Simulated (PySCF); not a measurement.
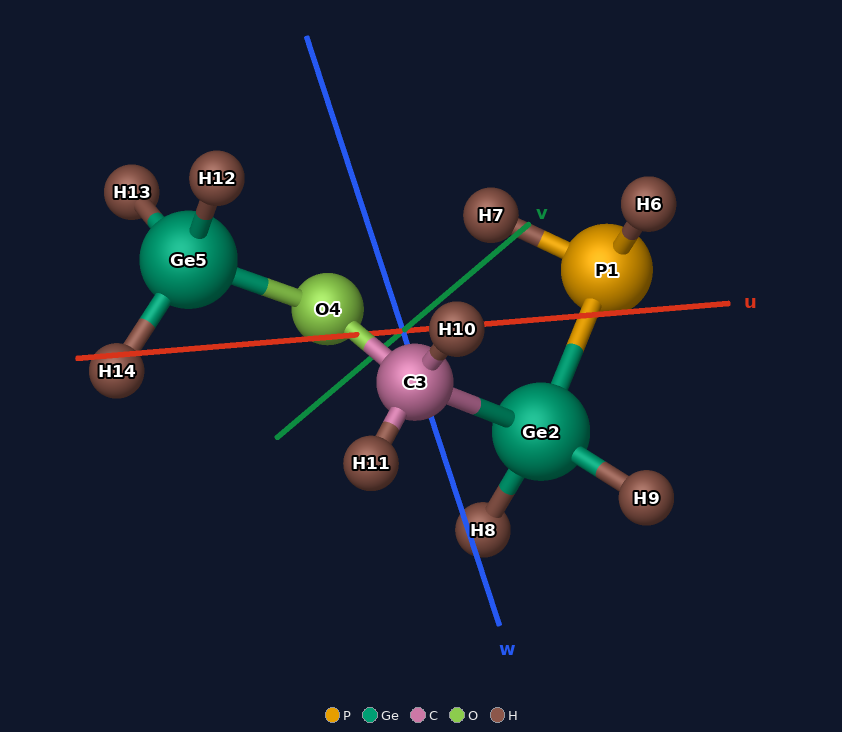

The lines u, v and w are the principal axes of the static dipole polarisability. The computed structure is the end point of a GFN2-xTB optimisation. No frequency run is at hand to confirm it as a minimum. Method: PBE0/def2-SVPD (PySCF 2.14.0).

Along which axis is the molecule most polarisable, and along which least?

Answer. Most along u (close to the long direction P1···Ge5), least along v.

Give the three principal values.

Answer. u 123.4, v 89.1, w 106.6 bohr³; mean 106.4, anisotropy 29.7 bohr³.

The geometry is semi-empirical. Around Ge, P such bond lengths and angles can be off by a tenth of an ångström or more and by several degrees, and values that hang on the shape move with them.
